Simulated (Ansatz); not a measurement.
GaNH6O: several calculations on one system

### Relaxation

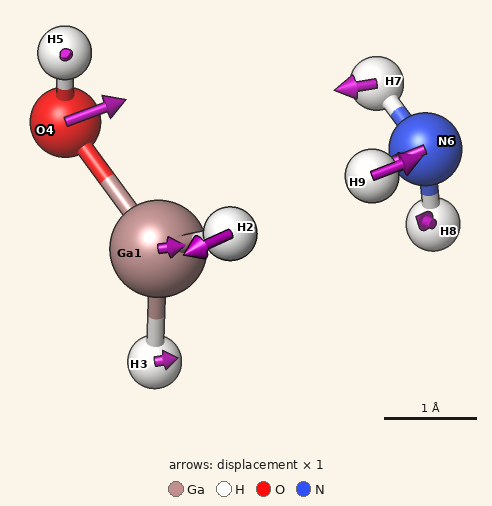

A relaxation of GaNH6O. The starting structure is drawn; purple arrows show the displacements, at their true length. The two geometries are superimposed by the best rigid fit.

Style: ball-and-stick. Shown face on.

The run prepares an end point of a later path (reaction) calculation, from a guessed geometry.

Computed with Ansatz, RKS PBE/def2-SVP. Set-up: no spin polarisation; force threshold 0.03 eV/Å; at most 50 steps.

Describe the change and its energy.

The largest move after the best rigid fit is that of O4, 0.72 Å. By element the largest moves are O 0.72 Å, N 0.70 Å, H 0.65 Å, Ga 0.31 Å. Some distances before and after: Ga1–N6 3.122 → 2.153 Å, Ga1–O4 1.810 → 1.861 Å, N6–H9 1.045 → 1.028 Å, Ga1–H3 1.567 → 1.585 Å. New bonds form, among them: Ga1–N6 (3.12 → 2.15 Å). Bond angles that change, for instance: H2–Ga1–H3 128.9° → 124.9°, H2–Ga1–O4 118.4° → 115.8°. Groups turn about Ga1–O4 by about 35°. Over 15 geometry steps the energy falls by 20.1 kcal/mol. The largest force component goes from 0.69 to 0.0097 eV/Å. Cost: 24 s on 2 threads of Arm Neoverse V2 (shared host), peak memory 0.13 GiB.

### Relaxation

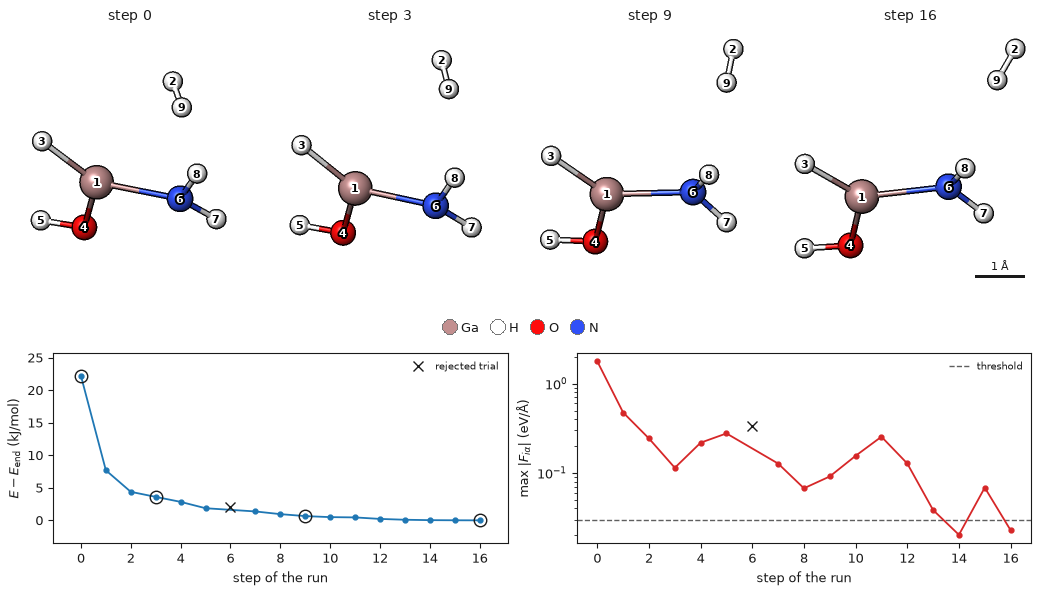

Frames of a relaxation of GaNH6O, marked on the history of the run. Style: ball-and-stick. Shown at a tilt.

The run prepares an end point of a later path (reaction) calculation, from a guessed geometry.

Computed with Ansatz, RKS PBE/def2-SVP. Settings: no spin polarisation; force threshold 0.03 eV/Å; at most 50 steps.

Q: Describe the path.

A: The atom that moves furthest after the best rigid fit is H2 (1.47 Å). By element the largest moves are H 1.47 Å, O 0.47 Å, N 0.46 Å, Ga 0.42 Å. Some distances before and after: Ga1–N6 1.888 → 1.824 Å, H2–H9 0.726 → 0.773 Å, Ga1–O4 1.802 → 1.807 Å. Over 15 accepted moves (16 points after the start) the energy falls by 22.2 kJ/mol. Largest force component: 1.8 eV/Å at the start, 0.023 eV/Å at the end. The line search rejected the trial step at point 6 of the run. The forces were under the threshold at step 14, but the run went on from there. From step 0 to 3: H2 moves most (0.49 Å), energy −18.6 kJ/mol. From step 3 to 9: H2 moves most (0.68 Å), energy −2.95 kJ/mol. From step 9 to 16: H2 moves most (0.45 Å), energy −0.65 kJ/mol.

| step | E − E(0), kJ/mol | largest force component, eV/Å | note |
| --- | --- | --- | --- |
| 0 | 0.00 | 1.7740 |  |
| 1 | -14.51 | 0.4749 |  |
| 2 | -17.82 | 0.2431 |  |
| 3 | -18.60 | 0.1142 |  |
| 4 | -19.37 | 0.2181 |  |
| 5 | -20.35 | 0.2770 |  |
| 6 | -20.21 | 0.3371 | rejected |
| 7 | -20.84 | 0.1273 |  |
| 8 | -21.25 | 0.0673 |  |
| 9 | -21.55 | 0.0913 |  |
| 10 | -21.71 | 0.1555 |  |
| 11 | -21.76 | 0.2544 |  |
| 12 | -21.99 | 0.1276 |  |
| 13 | -22.12 | 0.0384 |  |
| 14 | -22.18 | 0.0203 |  |
| 15 | -22.20 | 0.0684 |  |
| 16 | -22.21 | 0.0228 |  |

Limits of the set-up: the start holds two separate molecules, 2.3 Å apart at their closest, whose relative position is a soft coordinate and is computed without a dispersion correction.

### Path

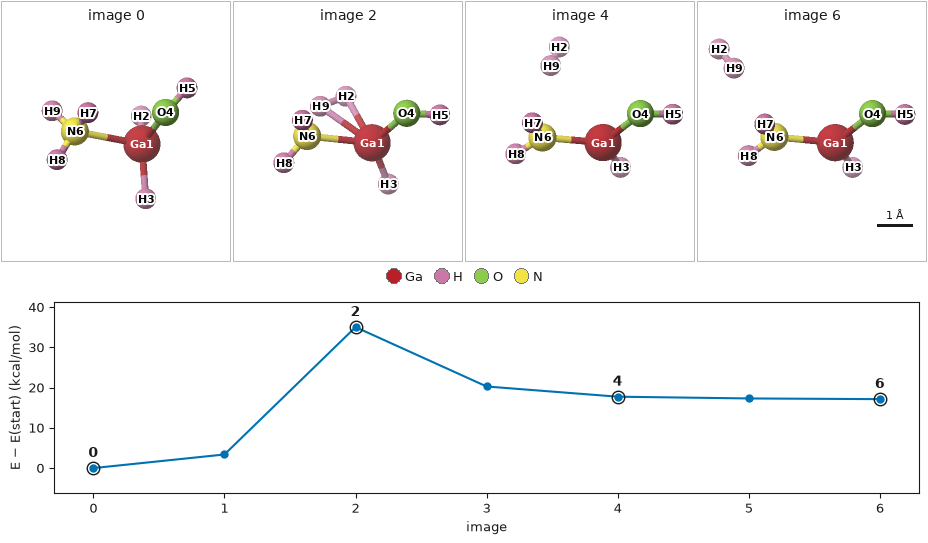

NEB run on GaNH6O. Images are numbered from 0 (start) to 6 (end). Style: ball-and-stick. Shown from a free direction.

Theory: RKS PBE/def2-SVP in Ansatz 0.2.0. Settings: 5 movable images; climbing image; force threshold 0.05 eV/Å; iteration limit 60; starting path through a guess of the saddle point.

What happens along the path, and what is the barrier?

Forward barrier 35.0 kcal/mol, backward barrier 17.9 kcal/mol, with image 2 at the top; the reaction energy is +17.1 kcal/mol. Breaking: Ga1–H2 (1.59 → 1.91 at the top → 4.42 Å), N6–H9 (1.03 → 1.45 at the top → 2.58 Å). Forming: H2–H9 (3.09 → 1.00 at the top → 0.77 Å). The band converged in 15 iterations. The largest component of the band force went from 6.9 to 0.036 eV/Å. The climbing image converged on the top of the path. Its vibrational analysis gives one imaginary mode (1102i cm⁻¹), as a transition state must have.
